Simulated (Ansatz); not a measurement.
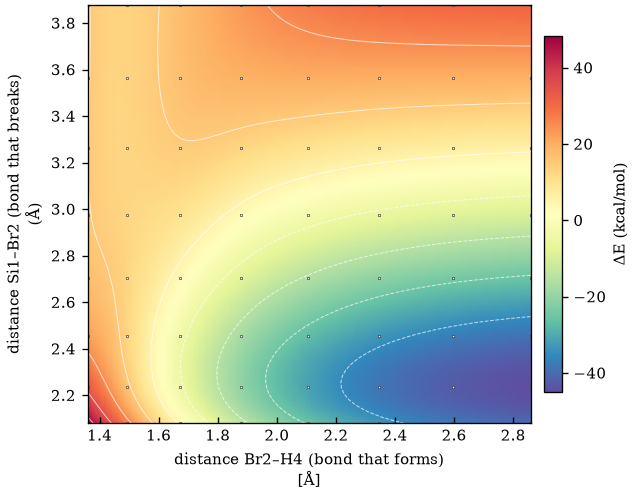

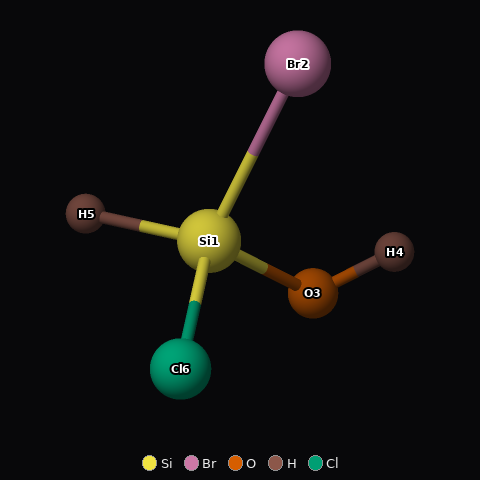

Energy landscape of the reacting system BrClH₂OSi (fragments BrClH₂OSi where the first distance is long, ClHOSi + BrH where the second is long). 
- The first coordinate is: distance Br2–H4 (bond that forms); the second: distance Si1–Br2 (bond that breaks).
- Relaxed at each point: all other coordinates.
- The grid has 8 × 8 points.
- Points are written as (first, second).
- Energies: kcal/mol, counted from a guessed transition structure relaxed with its forming and breaking bonds held.
- The reference is spin-restricted, so regions where a bond is pulled apart into radicals lie too high.
- Computed with RKS B3LYP-D4/def2-SVP in Ansatz 0.2.0.

In the figure: a smooth colour map with a few white contour lines, dots at the grid points. Between grid points the surface is interpolated. The second picture is the structure at the lowest point.

**Summarise what can be read from the map.**

The lowest grid point is at (2.859 Å, 2.237 Å), −45 kcal/mol from a guessed transition structure relaxed with its forming and breaking bonds held. It lies at the edge of the scanned range, so the true minimum may lie outside. The highest grid point, (1.359 Å, 2.079 Å), lies 93 kcal/mol above the lowest.

The whole map (64 points run) took 23 min on 1 thread of Arm Neoverse V2, with other jobs on the host.
